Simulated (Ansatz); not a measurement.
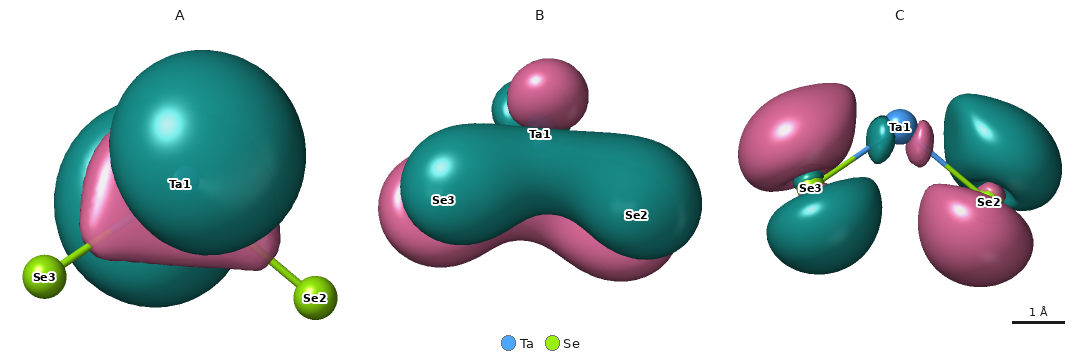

The picture shows: Se2Ta (charge +1). Three frontier orbitals at ±0.1 Å⁻³ᐟ² (teal and pink are the two phases), in no order.

Geometry: r2SCAN-D4/def2-TZVP; core potentials replace the inner electrons of Ta.

Computed with Ansatz 0.2.0, RKS PBE0-D4/def2-TZVP.

Order the three orbitals by energy and name them.

B is the HOMO−1 (−13.23 eV). Its weight (Hirshfeld) is mainly on Ta1 (about 35 %), Se2 (about 35 %) and Se3 (about 35 %); it changes sign across the molecular plane (π type); π-antibonding (a node) across Ta1–Se2 and Ta1–Se3. C is the HOMO (−11.81 eV). By Hirshfeld shares it lies mainly on Se2 (about 45 %), Se3 (about 45 %) and Ta1 (about 15 %); it is symmetric in the molecular plane (an in-plane orbital: σ, lone-pair or in-plane π type). A is the LUMO (−9.50 eV). Its weight (Hirshfeld) is mainly on Ta1 (about 90 %).

What is the HOMO–LUMO gap?

2.31 eV between the orbital energies.
